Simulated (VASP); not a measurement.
Band structure of BaTiO₃ (space group P4mm). Computed with PBEsol GGA, VASP's PBE PAW potentials (set 64) (plane waves; VASP).

Unless said otherwise, spin-orbit coupling is left out, though it shifts the bands of the heavy elements here.

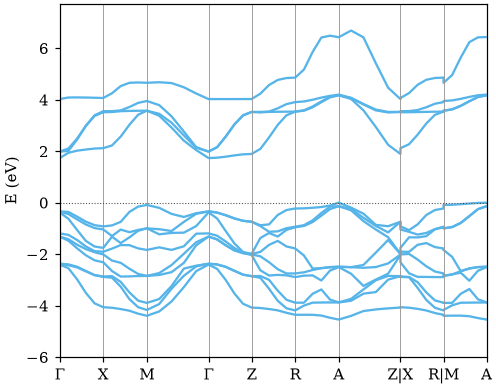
Bands along high-symmetry lines, zero at the valence-band maximum or, without a gap, the Fermi level

### Question
Read the plot: is there a gap, and where are the band edges?

### Answer
The gap is indirect, 1.73 eV, from the valence maximum at A to the conduction minimum at Γ.

The structure is a typed BaTiO3 crystal. The cell was not relaxed at this level.
